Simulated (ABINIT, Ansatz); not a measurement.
# BaH2 (P6_3/mmc): G0W0 with ABINIT, start to end, part 3 of 3

Wanted: ground state, empty states, screening and self-energy for BaH2 (P6_3/mmc).

ABINIT 10.8.3; PBEsol and many-body steps on it, plane waves. Known limits of the many-body steps: not at the basis limit; no spin-orbit coupling; coarse k mesh.

So far. Step 3 (Bands along the symmetry lines): The gap is 1.473 eV, as in the run before at this level. Step 4 (Empty states on the mesh, 3×3×4 mesh, 406 bands): On this mesh the gap is 1.473 eV.

### 5. Screening, 3×3×4 mesh, 370 bands, screening to 272.1 eV

The RPA dielectric matrix is built and inverted for each q.

This step: RPA screening on PBEsol, plane waves, norm-conserving pseudopotentials.

run.abi

```
acell 3*1.0 Angstrom
rprim 
  4.462025052349 0.000000000014 0.000000000000
  -2.231012526186 3.864227047650 0.000000000000
  0.000000000000 0.000000000000 6.055292590000
ntypat 2
znucl 56 1
natom 6
typat 1 1 2 2 2 2
xred 
  0.666666666667 0.333333333333 0.750000000000
  0.333333333333 0.666666666667 0.250000000000
  0.333333333333 0.666666666667 0.750000000000
  0.666666666667 0.333333333333 0.250000000000
  -0.000000000000 -0.000000000000 0.500000000000
  -0.000000000000 -0.000000000000 0.000000000000
pp_dirpath "pseudos"
pseudos "Ba.upf, H.upf"
ecut 32
ngkpt 3 3 4
nshiftk 1
shiftk 0 0 0
kptopt 1
chksymbreak 0
istwfk *1
occopt 1
irdwfk 1
optdriver 3
nband 370
ecuteps 10
inclvkb 2
awtr 1
symchi 1
indata_prefix "in"
outdata_prefix "out"
tmpdata_prefix "tmp"
```

Launch:

```sh
$ OMP_NUM_THREADS=1 mpirun -n 8 abinit run.abi > log
```

Numbers of over 12 decimals in the logs are rounded to 6 here.

What it wrote:

```text
.Version 10.8.3 of ABINIT. v10.8.2 released Aug 2026.

 Symmetries : space group P6_3/m m c (#194); Bravais hP (primitive hexag.)
[... echo of the input left out ...]
== DATASET  1 ==================================================================
-   mpi_nproc: 8, omp_nthreads: 1 (-1 if OMP is not activated)

--- !DatasetInfo
iteration_state: {dtset: 1, }
dimensions: {natom: 6, nkpt: 9, mband: 370, nsppol: 1, nspinor: 1, nspden: 1, mpw: 6126, }
cutoff_energies: {ecut:  32.0, pawecutdg:  -1.0, }
electrons: {nelect:   2.40000000E+01, charge:   0.00000000E+00, occopt:   1.00000000E+00, tsmear:   1.00000000E-02, }

 SCREENING: Calculation of the susceptibility and dielectric matrices

 Based on a program developped by R.W. Godby, V. Olevano, G. Onida, and L. Reining.
 Incorporated in ABINIT by V. Olevano, G.-M. Rignanese, and M. Torrent.
.Using double precision arithmetic ; gwpc =  8

[... cell and pseudopotentials left out ...]
--------------------------------------------------------------------------------

 ==== K-mesh for the wavefunctions ====
 Number of points in the irreducible wedge :     9
[... list of points left out ...]
 Together with 24 symmetry operations and time-reversal symmetry
 yields    36 points in the full Brillouin Zone.

 ==== Q-mesh for the screening function ====
 Number of points in the irreducible wedge :     9
[... list of points left out ...]
 Together with 24 symmetry operations and time-reversal symmetry
 yields    36 points in the full Brillouin Zone.

 setmesh: FFT mesh size selected  =    32x   32x   48
          total number of points  =        49152

 vcoul_init : cutoff-mode = AUXILIARY_FUNCTION
 q-points for optical limit:   1
     1)      0.000010    0.000020    0.000030

- screening: taking advantage of time-reversal symmetry
- Maximum band index for partially occupied states nbvw = 12
- Remaining bands to be divided among processors   nbcw = 358
- Number of bands treated by each node ~44

 Number of electrons calculated from density =   24.0000; Expected =   24.0000
 average of density, n =  0.034063
 r_s =    1.9137
 omega_plasma =   17.8032 [eV]

 calculating chi0 at frequencies [eV] :
  1    0.000000E+00    0.000000E+00
  2    0.000000E+00    1.780320E+01

--------------------------------------------------------------------------------
  q-point number  1        q = ( 0.000000, 0.000000, 0.000000) [r.l.u.]
--------------------------------------------------------------------------------
[... chi0 elements left out ...]
 For q-point:  0.000010 0.000020 0.000030
  dielectric constant =   5.6972
  dielectric constant without local fields =   6.3389

  Average fulfillment of the sum rule on Im[epsilon] for q-point    1 :    100.19  [%]
[... wings left out ...]
  q-point number  2        q = ( 0.333333, 0.000000, 0.000000) [r.l.u.]
--------------------------------------------------------------------------------
[... chi0 elements left out ...]
  Average fulfillment of the sum rule on Im[epsilon] for q-point    2 :    102.65  [%]

 [... 7 further q-points ...]
```

Run time: 2.3 min. Hardware: 8 MPI ranks of AMD EPYC 9R45, shared host; peak memory 4.8 GiB.

Numbers from this step:

```yaml
eps_infinity_with_local_fields_on_this_mesh_along_the_program_s_q_direction: 5.697
the_same_without_local_fields: 6.339
plasma_frequency: 17.80 eV
plane_waves_in_the_screening_matrix: 1049
```

Local fields lower ε∞ by 10 %. On a Γ-centred mesh this coarse the value itself is usually too large, while a short band sum pulls it down.

### 6. Self-energy, 3×3×4 mesh, 370 bands, screening to 272.1 eV

The self-energy is evaluated for the states that the input lists, and the levels follow from it, in one-shot runs by the linearised quasiparticle equation.

This step: G0W0 on PBEsol, plane waves, norm-conserving pseudopotentials.

Changes to run.abi since step 5:

```diff
@@ -27,8 +27,19 @@
 irdwfk 1
-optdriver 3
+optdriver 4
 nband 370
+gwcalctyp 0
+ecutsigx 32
+symsigma 1
+nkptgw 3
+kptgw 
+  0.0000000000 0.0000000000 0.0000000000
+  0.3333333333 0.3333333333 0.5000000000
+  0.0000000000 0.0000000000 0.2500000000
+bdgw 
+  11 14
+  11 14
+  11 14
 ecuteps 10
-inclvkb 2
-awtr 1
-symchi 1
+irdscr 1
+ppmodel 1
 indata_prefix "in"
```

What it wrote:

```text
.Version 10.8.3 of ABINIT. v10.8.2 released Aug 2026.

 Symmetries : space group P6_3/m m c (#194); Bravais hP (primitive hexag.)
[... echo of the input left out ...]
== DATASET  1 ==================================================================
-   mpi_nproc: 8, omp_nthreads: 1 (-1 if OMP is not activated)

--- !DatasetInfo
iteration_state: {dtset: 1, }
dimensions: {natom: 6, nkpt: 9, mband: 370, nsppol: 1, nspinor: 1, nspden: 1, mpw: 6126, }
cutoff_energies: {ecut:  32.0, pawecutdg:  -1.0, }
electrons: {nelect:   2.40000000E+01, charge:   0.00000000E+00, occopt:   1.00000000E+00, tsmear:   1.00000000E-02, }

 SIGMA: Calculation of the GW corrections

 Based on a program developped by R.W. Godby, V. Olevano, G. Onida, and L. Reining.
 Incorporated in ABINIT by V. Olevano, G.-M. Rignanese, and M. Torrent.
.Using double precision arithmetic ; gwpc =  8

[... cell and pseudopotentials left out ...]
--------------------------------------------------------------------------------

 ==== K-mesh for the wavefunctions ====
 Number of points in the irreducible wedge :     9
[... list of points left out ...]
 Together with 24 symmetry operations and time-reversal symmetry
 yields    36 points in the full Brillouin Zone.

 ==== Q-mesh for screening function ====
 Number of points in the irreducible wedge :     9
[... list of points left out ...]
 Together with 24 symmetry operations and time-reversal symmetry
 yields    36 points in the full Brillouin Zone.

 vcoul_init : cutoff-mode = AUXILIARY_FUNCTION
 q-points for optical limit:   1
     1)      0.000010    0.000020    0.000030
 setmesh: FFT mesh size selected  =    40x   40x   60
          total number of points  =        96000

 Number of electrons calculated from density =   24.0000; Expected =   24.0000
 average of density, n =  0.034063
 r_s =    1.9137
 omega_plasma =   17.8032 [eV]

 === KS Band Gaps ===
  >>>> For spin  1
   Minimum direct gap =   2.5425 [eV], located at k-point      :   0.0000  0.0000  0.2500
   Fundamental gap    =   1.4734 [eV], Top of valence bands at :   0.0000  0.0000  0.0000
                                       Bottom of conduction at :   0.3333  0.3333  0.5000
 SIGMA fundamental parameters:
 PLASMON POLE MODEL  1
 number of plane-waves for SigmaX                 6089
 number of plane-waves for SigmaC and W           1049
 number of plane-waves for wavefunctions          6089
 number of bands                                   370
 number of independent spin polarizations            1
 number of spinorial components                      1
 number of k-points in IBZ                           9
 number of q-points in IBZ                           9
 number of symmetry operations                      24
 number of k-points in BZ                           36
 number of q-points in BZ                           36
 number of frequencies for dSigma/dE                 9
 frequency step for dSigma/dE [eV]                0.25
 number of omega for Sigma on real axis              0
 max omega for Sigma on real axis  [eV]           0.00
 zcut for avoiding poles [eV]                     0.10

 EPSILON^-1 parameters (SCR file):
 dimension of the eps^-1 matrix on file           1049
 dimension of the eps^-1 matrix used              1049
 number of plane-waves for wavefunctions          6089
 number of bands                                   370
 number of q-points in IBZ                           9
 number of frequencies                               2
 number of real frequencies                          1
 number of imag frequencies                          1

 matrix elements of self-energy operator (all in [eV])

 Perturbative Calculation

--- !SelfEnergy_ee
iteration_state: {dtset: 1, }
kpoint     : [   0.000,    0.000,    0.000, ]
spin       : 1
KS_gap     :    2.726
QP_gap     :    4.415
Delta_QP_KS:    1.689
data: !SigmaeeData |
     Band     E0 <VxcDFT>   SigX SigC(E0)      Z dSigC/dE  Sig(E)    E-E0       E
       11   3.623 -10.603 -13.401   1.412   0.775  -0.291 -11.677  -1.074   2.549
       12   4.131 -10.774 -13.444   1.283   0.776  -0.288 -11.851  -1.076   3.055
       13   6.857  -9.229  -4.725  -3.753   0.816  -0.226  -8.616   0.613   7.469
       14   6.857  -9.229  -4.725  -3.753   0.816  -0.226  -8.616   0.613   7.469

--- !SelfEnergy_ee
iteration_state: {dtset: 1, }
kpoint     : [   0.333,    0.333,    0.500, ]
spin       : 1
KS_gap     :    3.017
QP_gap     :    4.716
Delta_QP_KS:    1.699
data: !SigmaeeData |
     Band     E0 <VxcDFT>   SigX SigC(E0)      Z dSigC/dE  Sig(E)    E-E0       E
       11   2.587 -11.064 -14.213   1.688   0.776  -0.288 -12.198  -1.134   1.453
       12   2.587 -11.064 -14.213   1.688   0.776  -0.288 -12.198  -1.134   1.453
       13   5.605  -8.700  -4.365  -3.644   0.818  -0.222  -8.135   0.565   6.169
       14   5.605  -8.700  -4.365  -3.644   0.818  -0.222  -8.135   0.565   6.169

--- !SelfEnergy_ee
iteration_state: {dtset: 1, }
kpoint     : [   0.000,    0.000,    0.250, ]
spin       : 1
KS_gap     :    2.542
QP_gap     :    4.238
Delta_QP_KS:    1.696
data: !SigmaeeData |
     Band     E0 <VxcDFT>   SigX SigC(E0)      Z dSigC/dE  Sig(E)    E-E0       E
       11   3.480 -10.442 -13.227   1.417   0.775  -0.291 -11.502  -1.060   2.419
       12   4.079 -10.806 -13.496   1.298   0.776  -0.289 -11.887  -1.081   2.999
       13   6.622  -9.221  -4.682  -3.784   0.815  -0.226  -8.605   0.615   7.237
       14   6.622  -9.221  -4.682  -3.784   0.815  -0.226  -8.605   0.615   7.237

== END DATASET(S) ==============================================================
================================================================================

 -outvars: echo values of variables after computation  --------
           etotal      0.0000000000E+00
            nband         370
             nkpt           9
          spgroup         194
 [... the other variables as echoed above ...]

 Calculation completed.
```

It took 3.2 min on 8 MPI ranks; peak memory 8.7 GiB; 25 min of CPU time.

This step gave:

* G0W0 gap on the points computed: 3.114 eV
* starting gap on the mesh: 1.473 eV
* k of the valence top: 0, 0, 0
* k of the conduction bottom: 0.3333, 0.3333, 0.5
* Z at the valence top: 0.776
* Z at the conduction bottom: 0.818
* least direct G0W0 gap on the computed points: 4.238 eV

The gap on the mesh goes from 1.47 eV to 3.11 eV, a correction of +1.64 eV.

Limits: finite bands, cutoff and mesh; no spin-orbit coupling; coarse k mesh. v1 is the top filled band, c1 the lowest empty one. The levels before and after the correction (eV, zero at the valence-band top of each column):

```tsv
	conduction bottom	valence top
Kohn-Sham	1.47	0.00
G0W0	3.11	0.00
```

```tsv
	level	energy (eV)
Kohn-Sham	Γ v2	-0.508
Kohn-Sham	Γ v1	0.000
Kohn-Sham	Γ c1-c2	2.725
Kohn-Sham	(0.333 0.333 0.5) v2-v1	-1.544
Kohn-Sham	(0.333 0.333 0.5) c1-c2	1.473
G0W0	Γ v2	-0.506
G0W0	Γ v1	0.000
G0W0	Γ c1-c2	4.414
G0W0	(0.333 0.333 0.5) v2-v1	-1.602
G0W0	(0.333 0.333 0.5) c1-c2	3.114
```

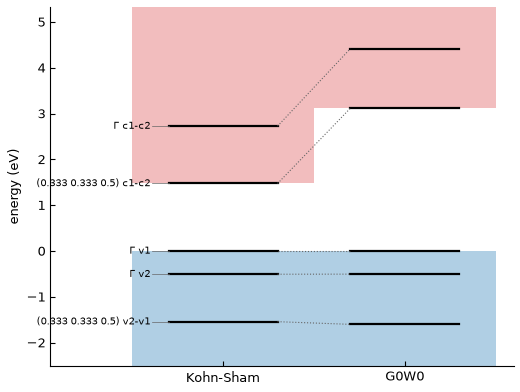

Levels before and after the correction. Shaded: valence and conduction bands.

### 7. Where the time went

Times are wall times on 8 MPI ranks of AMD EPYC 9R45, shared host, good to a factor of about two.

```tsv
step	time	share	memory (GiB)
ground state	7.6 s	1 %	0.77
bands along the symmetry lines	11 s	2 %	0.73
empty states on the mesh	3.7 min	39 %	0.98
screening	2.3 min	24 %	4.8
self-energy	3.2 min	33 %	8.7
```

### 8. Results

```
PBEsol gap           : 1.47 eV, indirect
G0W0 gap on the mesh : 3.11 eV
GW settings          : 3×3×4 mesh, 370 bands, screening to 272.1 eV, Godby-Needs plasmon pole
known limits         : not at the basis limit; no spin-orbit coupling; coarse k mesh
```

What this shows: G0W0 moves the gap on the mesh from 1.47 eV to 3.11 eV (+1.64 eV), with Z of 0.78 and 0.82 at the edges. Local fields lower the RPA ε∞ on this mesh from 6.34 to 5.70; a Γ-centred mesh this coarse tends to raise both, most where the direct gap is narrow, while a short band sum lowers them. Only 3 of the mesh's irreducible points were corrected, so a valley elsewhere could overtake. Bands and cutoff are finite, so the gap is not at the basis limit. The miss can reach some tenths of an eV and take either sign; the mesh is an error of its own. In the G0W0 run levels were corrected at 3 k points alone, so a gap called «on the mesh» is the least over those, and an edge elsewhere would be missed. The 3×3×4 mesh is coarse for this cell, which bears on the long-range parts of exchange and screening. The many-body steps are scalar-relativistic: spin-orbit coupling is not in them.

[Paths, hosts, dates, memory and timing lines, banners, echoed tables and standing remarks are left out of the program output.]

[Logs are printed without paths, hosts, clocks, repeated set-up lines and the standing remarks that a program may print on its own settings, such as how far it seeks lower states.]

[Runs of the session that timed out or met a known fault of the program may be left out.]

[Hosts, paths, dates, database ids (printed as entryN), source tags and the programs' standing remarks are cut or masked in the printed files.]

[G0W0 gaps are taken among the corrected bands and points alone; a level outside them can change the order at an edge.]

[Where Ansatz stands beside ABINIT at settings called matched, ABINIT's density can come from a denser mesh and the files from another edition; pairs whose starting gaps differed by over 0.03 eV were left out, so agreement reads better than it is.]
